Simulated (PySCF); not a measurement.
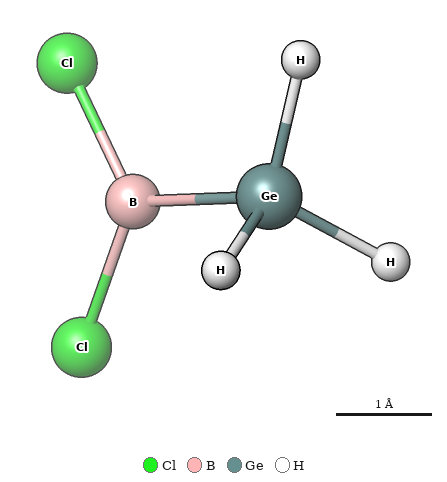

*The structure as given in the input (ball-and-stick view, seen at a tilt). Sticks mark near contacts.*

**GW calculation of GeBH3Cl2**

The run: GW calculation of GeBH3Cl2. Method and program: G0W0 (SVWN5)/STO-3G, RKS (PySCF 2.14.0).

The geometry comes from this level: PBE0-D4/def2-TZVP.

## The program's output
```
PySCF version 2.14.0

[INPUT] num. atoms = 7
[INPUT] num. electrons = 74
[INPUT] charge = 0
[INPUT] spin (= nelec alpha-beta = 2S) = 0
[INPUT] symmetry False subgroup None
[INPUT] Mole.unit = angstrom
[INPUT] Symbol           X                Y                Z      unit          X                Y                Z       unit  Magmom
[INPUT]  1 Cl     1.749500000000  -1.428200000000   1.208700000000 AA    3.306075854927  -2.698906851104   2.284111966762 Bohr   0.0
[INPUT]  2 B      0.206400000000  -1.021900000000   0.511500000000 AA    0.390039472110  -1.931111126693   0.966594912715 Bohr   0.0
[INPUT]  3 Cl    -1.082400000000  -2.191800000000   0.604700000000 AA   -2.045439557229  -4.141901719822   1.142717387524 Bohr   0.0
[INPUT]  4 Ge    -0.123100000000   0.798500000000  -0.412200000000 AA   -0.232625285934   1.508946310465  -0.778945108546 Bohr   0.0
[INPUT]  5 H     -0.556200000000   0.560600000000  -1.868300000000 AA   -1.051065670483   1.059380465431  -3.530575318525 Bohr   0.0
[INPUT]  6 H     -1.266100000000   1.534300000000   0.306700000000 AA   -2.392582246312   2.899406792920   0.579579002404 Bohr   0.0
[INPUT]  7 H      1.133300000000   1.680500000000  -0.396700000000 AA    2.141626616970   3.175684752332  -0.749654353615 Bohr   0.0

nuclear repulsion = 367.128456057912
number of shells = 24
number of NR pGTOs = 132
number of NR cGTOs = 44
basis = sto-3g
ecp = {}

******** <class 'pyscf.dft.rks.RKS'> ********
method = RKS
initial guess = minao
damping factor = 0
level_shift factor = 0
DIIS = <class 'pyscf.scf.diis.CDIIS'>
diis_start_cycle = 1
diis_space = 8
diis_damp = 0
SCF conv_tol = 1e-10
SCF conv_tol_grad = None
SCF max_cycles = 50
direct_scf = True
direct_scf_tol = 1e-13
XC library pyscf.dft.libxc version 7.0.0
    S. Lehtola, C. Steigemann, M. J.T. Oliveira, and M. A.L. Marques.,  SoftwareX 7, 1–5 (2018)
XC functionals = svwn
    P. A. M. Dirac.,  Math. Proc. Cambridge Philos. Soc. 26, 376 (1930)
    F. Bloch.,  Z. Phys. 57, 545 (1929)
    S. H. Vosko, L. Wilk, and M. Nusair.,  Can. J. Phys. 58, 1200 (1980)
radial grids:
    Treutler-Ahlrichs [JCP 102, 346 (1995); DOI:10.1063/1.469408] (M4) radial grids

becke partition: Becke, JCP 88, 2547 (1988); DOI:10.1063/1.454033
pruning grids: <function nwchem_prune>
grids dens level: 4
symmetrized grids: False
atomic radii adjust function: <function treutler_atomic_radii_adjust>
small_rho_cutoff = 0
Set gradient conv threshold to 1e-05
Initial guess from minao.
tot grids = 162800
init E= -2980.5111269372
  HOMO = -0.474577627159871  LUMO = -0.247740068155329  gap/eV = 6.17256
cycle= 1 E= -2983.02994671782  delta_E= -2.52  |g|= 0.523  |ddm|= 3.32
  HOMO = 0.164900789458497  LUMO = 0.18264389131265  gap/eV = 0.48281
cycle= 2 E= -2959.27143924382  delta_E= 23.8  |g|=   11  |ddm|= 9.13
  HOMO = -0.0155233872967435  LUMO = -0.00457259496082368  gap/eV = 0.29799
cycle= 3 E= -2980.94318250176  delta_E= -21.7  |g|= 2.81  |ddm|= 8.32
  HOMO = -0.116793282834518  LUMO = -0.026835472923233  gap/eV = 2.44788
cycle= 4 E= -2983.12743681956  delta_E= -2.18  |g|= 0.268  |ddm|= 2.59
  HOMO = -0.102207546785657  LUMO = -0.00412940646246873  gap/eV = 2.66884
cycle= 5 E= -2983.14575609274  delta_E= -0.0183  |g|= 0.141  |ddm|= 0.516
  HOMO = -0.133356598824158  LUMO = -0.0201990799804549  gap/eV = 3.07917
cycle= 6 E= -2983.15375411256  delta_E= -0.008  |g|= 0.0293  |ddm|= 0.24
  HOMO = -0.138917226968907  LUMO = -0.0165822531183836  gap/eV = 3.32890
cycle= 7 E= -2983.15415896927  delta_E= -0.000405  |g|= 0.00364  |ddm|= 0.0718
  HOMO = -0.138213770399996  LUMO = -0.0168582739870339  gap/eV = 3.30225
cycle= 8 E= -2983.15416773527  delta_E= -8.77e-06  |g|= 0.000235  |ddm|= 0.0103
  HOMO = -0.138180981734858  LUMO = -0.016848218112171  gap/eV = 3.30163
cycle= 9 E= -2983.15416776329  delta_E= -2.8e-08  |g|= 7.16e-05  |ddm|= 0.000689
  HOMO = -0.138175262193445  LUMO = -0.0168475196763225  gap/eV = 3.30150
cycle= 10 E= -2983.15416776625  delta_E= -2.96e-09  |g|= 1.05e-05  |ddm|= 0.00019
  HOMO = -0.138174998054174  LUMO = -0.0168477830649786  gap/eV = 3.30148
cycle= 11 E= -2983.15416776631  delta_E= -6.46e-11  |g|= 2.58e-06  |ddm|= 3.42e-05
  HOMO = -0.138175686073507  LUMO = -0.0168479917427641  gap/eV = 3.30149
```

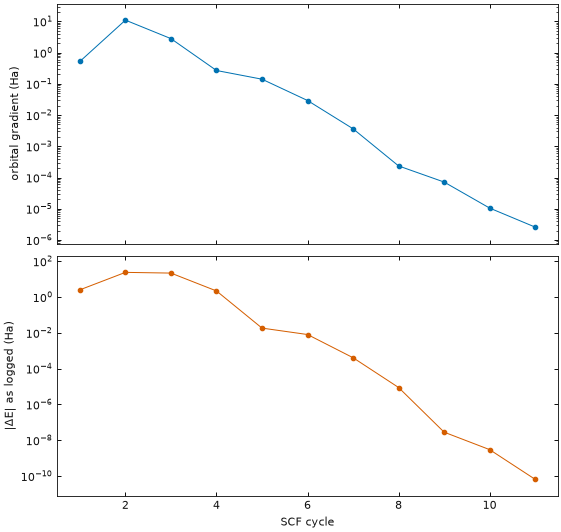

*Convergence of the self-consistent field: orbital gradient and size of the energy change against the SCF cycle.*

The residual comes down, with one marked jump up, by a factor of about 20, at step 2.

```
Extra cycle  E= -2983.1541677663  delta_E= 7.28e-12  |g|= 3.25e-06  |ddm|= 1.49e-05
converged SCF energy = -2983.1541677663
Final energy -2983.1541677663026

******** <class 'pyscf.gw.gw_ac.GWAC'> ********
method = GWAC
GW nocc = 37, nvir = 7
frozen orbitals = None
off-diagonal self-energy = False
GW density matrix = False
density-fitting for exchange = False
outcore for self-energy= False
broadening parameter = 5.000e-03
number of grids = 100
analytic continuation method = pade
imaginary frequency cutoff = 5.0
Pade points = 18
Pade step ratio = 0.667
use perturbative linearized QP eqn = False
QPE max iter = 100
QPE tolerance = 1.0e-06

Starting get_sigma_diag main loop with 100 frequency points.
   0    1    2    3    4    5    6    7    8    9   10   11
  12   13   14   15   16   17   18   19   20   21   22   23
  24   25   26   27   28   29   30   31   32   33   34   35
  36   37   38   39   40   41   42   43   44   45   46   47
  48   49   50   51   52   53   54   55   56   57   58   59
  60   61   62   63   64   65   66   67   68   69   70   71
  72   73   74   75   76   77   78   79   80   81   82   83
  84   85   86   87   88   89   90   91   92   93   94   95
  96   97   98   99
Finished get_sigma_diag main loop.

WARN: GW QP energies may not be sorted from min to max

orbital   mean field (eV)   quasiparticle (eV)
  36      -3.8081      -6.5366
  37      -3.7600      -6.5042
  38      -0.4585       3.4429
  39       4.7021       9.3718
```

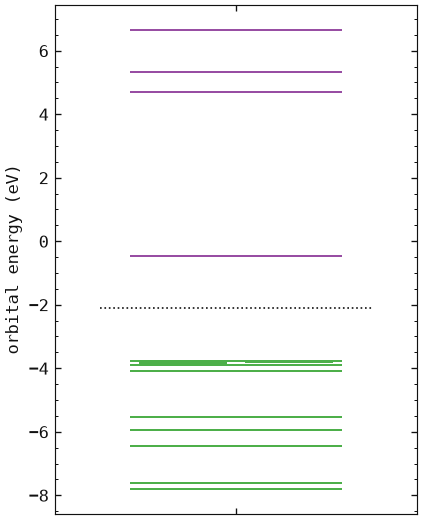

*Orbital energies near the frontier; the dotted line parts filled from empty levels, and levels within 0.02 eV of each other stand side by side.*

Highest filled −3.76 eV, lowest empty −0.46 eV, 3.30 eV apart.

The run was set up as follows.

## Input (job.py)
```python
# Cl[B](Cl)[GeH3]
from pyscf import gto, dft, gw

system = gto.M(
    atom='start.xyz',
    spin=0,
    basis='sto-3g',
    charge=0,
    max_memory=1860,
    verbose=4,
)

mf = dft.RKS(system)
mf.xc = 'svwn'
mf.grids.level = 4
mf.conv_tol = 1e-10
mf.kernel()
if not mf.converged:
    mf = mf.newton().run(mf.mo_coeff, mf.mo_occ)

energy = mf.e_tot
print('Final energy', energy)

nocc = system.nelec[0]
orbs = list(range(max(0, nocc - 2), min(system.nao, nocc + 2)))
mygw = gw.GW(mf, freq_int='ac')
mygw.orbs = orbs
mygw.kernel()
print('orbital   mean field (eV)   quasiparticle (eV)')
for p in orbs:
    print('%4d %12.4f %12.4f' % (p + 1, mf.mo_energy[p] * 27.211386, mygw.mo_energy[p] * 27.211386))
```

## File start.xyz
```
7

Cl     1.749500    -1.428200     1.208700
B      0.206400    -1.021900     0.511500
Cl    -1.082400    -2.191800     0.604700
Ge    -0.123100     0.798500    -0.412200
H     -0.556200     0.560600    -1.868300
H     -1.266100     1.534300     0.306700
H      1.133300     1.680500    -0.396700
```

Run as:
```bash
OMP_NUM_THREADS=1 python job.py
```

## Key numbers

- outcome: converged
- total energy: −2983.154168 hartree
- basis functions: 44
- HOMO: −3.76 eV
- LUMO: −0.46 eV
- dipole moment: 1.87 D
- hardware: 1 thread of Arm Neoverse V1, 24 GiB of memory available, shared host
- wall time: 5.7 s
- peak memory: 0.2 GiB
